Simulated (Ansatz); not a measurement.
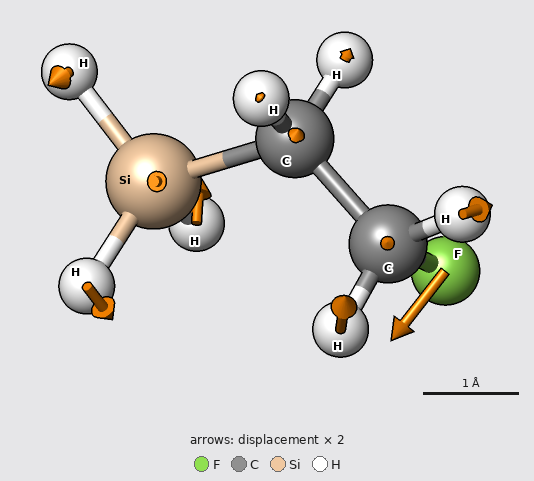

A relaxation of C₂H₇FSi (coarse preliminary run). The starting structure is drawn; orange arrows show the displacements, 2 times their true length. The two geometries are superimposed by the best rigid fit.

Style: ball-and-stick. Shown at a tilt.

The start comes from a force field.

All numbers below come from Ansatz, RKS PBE-D4/def2-SVP. Set-up: force threshold 0.03 eV/Å; at most 200 steps.

Q: Describe the change and its energy.

A: The F atom moves most after the best rigid fit: 0.47 Å. Largest moves by element: F 0.47 Å, H 0.39 Å, Si 0.13 Å, C 0.09 Å. Some distances before and after: C–Si 1.806 → 1.907 Å, C–F 1.309 → 1.394 Å, H–Si 1.439 → 1.505 Å, H–Si 1.557 → 1.501 Å. Bond angles that change, for instance: Si–C–H 112.7° → 108.1°, C–Si–H 107.3° → 111.8°, C–C–Si 116.9° → 113.1°. Groups turn about C–C by about 20°. The energy falls by 44.5 kJ/mol in 7 accepted moves (8 points after the start). The largest force component goes from 3.6 to 0.025 eV/Å. The line search rejected the trial step at point 5 of the run. The run took 17 s on 2 threads of Arm Neoverse V1, with other jobs on the host.
